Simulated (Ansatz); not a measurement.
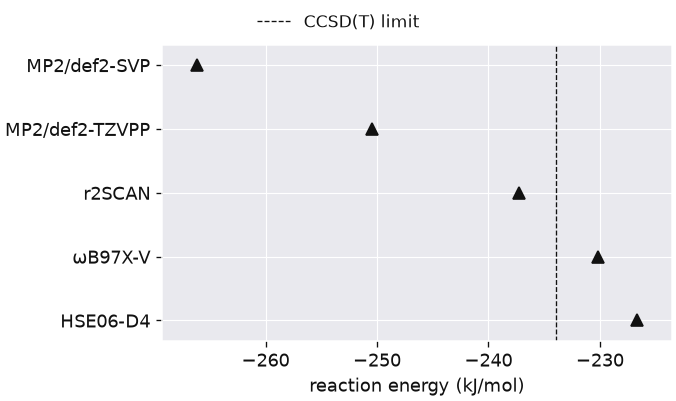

Electronic reaction energy of AlBNH₃Cl₂ (N[BH][Al]([Cl])[Cl]) + GeH₄S₂ (S[S][GeH3]) → AlHSCl₂ ([SH][Al]([Cl])[Cl]) + BGeNH₆S (NB[S][GeH3]) (SMILES in brackets) at several levels (functionals in def2-TZVPP unless a basis is named), isolated molecules at PBE0-D4 triple-zeta geometries, minima by their frequencies, no zero-point or thermal terms, the Ansatz code. The line is frozen-core CCSD(T) at the basis limit (MP2 extrapolated from triple and quadruple zeta, plus CCSD(T) less MP2 in a smaller set). No dispersion term is added to r2SCAN. The distance of MP2/def2-SVP and MP2/def2-TZVPP to the limit includes basis error.

### What do zero-point energy and temperature add?

Zero-point change 0.8 kJ/mol; at 298.15 K and 1 bar the CCSD(T) limit plus thermal terms gives an enthalpy of reaction of −233.5 and a free energy of −232.0 kJ/mol (harmonic PBE0-D4 modes, ideal gas).

### What range do the values span, the line included?

From −266.1 kJ/mol (MP2/def2-SVP) to −226.7 kJ/mol (HSE06-D4).

Known limits of this run: no scalar relativity up to krypton; outer-core shells are correlated without core-valence functions, which makes the correlated values less sure; one conformer of each flexible molecule.
